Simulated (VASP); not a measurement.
Band structure of PbF2 (space group Fm-3m). All values below come from PBEsol GGA, VASP's PBE PAW potentials (set 64) (plane waves; VASP).

Unless said otherwise, spin-orbit coupling is left out, though it shifts the bands of the heavy elements here.

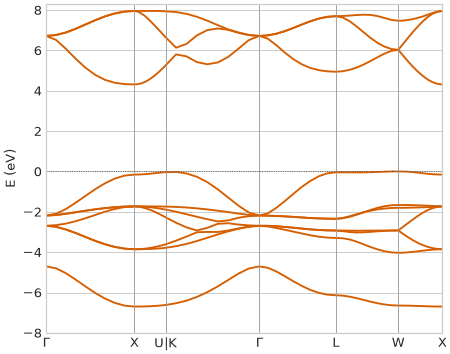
*Bands along high-symmetry lines, zero at the valence-band maximum or, without a gap, the Fermi level*

### Question
Read the plot: is there a gap, and where are the band edges?

### Answer
The gap is indirect, 4.31 eV, from the valence maximum at W to the conduction minimum at X.

The structure is a typed PbF2 crystal (Fm-3m). The cell was not relaxed at this level.
